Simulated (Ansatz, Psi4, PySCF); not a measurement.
CH5N (SMILES CN) and CH2F2 (SMILES FCF) are pulled apart as rigid monomers along the line of their centres of mass, from the B3LYP-D3(BJ)/def2-TZVP minimum. Starting geometry (charge 0, multiplicity 1):
```xyz
12

C     -0.2824    -0.6010    -0.1669
N      0.2592     0.6147     0.4471
H     -1.0306    -1.0330     0.4979
H      0.5184    -1.3339    -0.2768
H     -0.7424    -0.4519    -1.1518
H     -0.4697     1.3086     0.5660
H      0.9680     1.0322    -0.1441
F     -1.0387    -1.1900     3.2618
C      0.0747    -0.4690     3.6052
F     -0.3197     0.5532     4.4222
H      0.5055    -0.0512     2.6943
H      0.7415    -1.1226     4.1703
```

Interaction energies with rigid monomers; basis-set methods are counterpoise corrected unless marked otherwise.

Cores are frozen in the correlated methods. Rows in 6-31G* carry no dispersion term and start afresh at each structure (6-31G* with six Cartesian d functions). MP2/6-31G* freezes PySCF's default core.

Codes used: Ansatz (an electronic-structure program) with Gaussian orbitals; Psi4 for SAPT; PySCF for 6-31G* rows. 

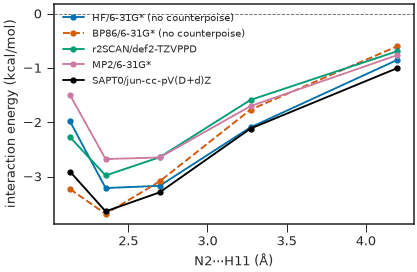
Interaction energy against separation

### Question
Which level binds most strongly at N2···H11 = 2.36, and by how much?

### Answer
BP86/6-31G* (no counterpoise), -3.7 kcal/mol.
